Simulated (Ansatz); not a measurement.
Mg: response to strain

Take Mg in the hcp (Mg type) structure (space group P6_3/mmc, No. 194; relaxed with 0.1 eV smearing) as the base.

```
CELL_PARAMETERS angstrom
      3.19522     0.00000     0.00000
     -1.59761     2.76714     0.00000
      0.00000     0.00000     5.19658
ATOMIC_POSITIONS crystal
  Mg 0.66667 0.33333 0.75000
  Mg 0.33333 0.66667 0.25000
```

Strains are applied to the cell and any free atomic positions relax.

Calculations: PBE (Ansatz, a program for electronic structure; PAW; 420 eV plane waves; no SOC).

Notes on the quantities. pressure: mean of the normal stresses, compression positive.

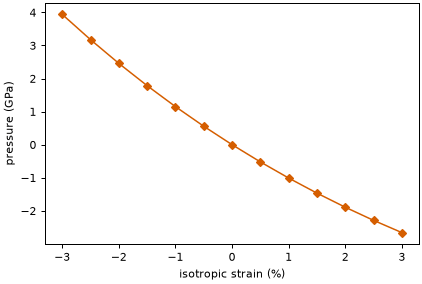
Figure: Pressure against isotropic strain

```json
[
 {"isotropic strain (%)": "-3", "pressure": "3.9 GPa"},
 {"isotropic strain (%)": "-2.5", "pressure": "3.2 GPa"},
 {"isotropic strain (%)": "-2", "pressure": "2.5 GPa"},
 {"isotropic strain (%)": "-1.5", "pressure": "1.8 GPa"},
 {"isotropic strain (%)": "-1", "pressure": "1.2 GPa"},
 {"isotropic strain (%)": "-0.5", "pressure": "0.6 GPa"},
 {"isotropic strain (%)": "0.5", "pressure": "-0.5 GPa"},
 {"isotropic strain (%)": "1", "pressure": "-1.0 GPa"},
 {"isotropic strain (%)": "1.5", "pressure": "-1.5 GPa"},
 {"isotropic strain (%)": "2", "pressure": "-1.9 GPa"},
 {"isotropic strain (%)": "2.5", "pressure": "-2.3 GPa"},
 {"isotropic strain (%)": "3", "pressure": "-2.7 GPa"}
]
```

Whether these cells are dynamically stable was not tested.
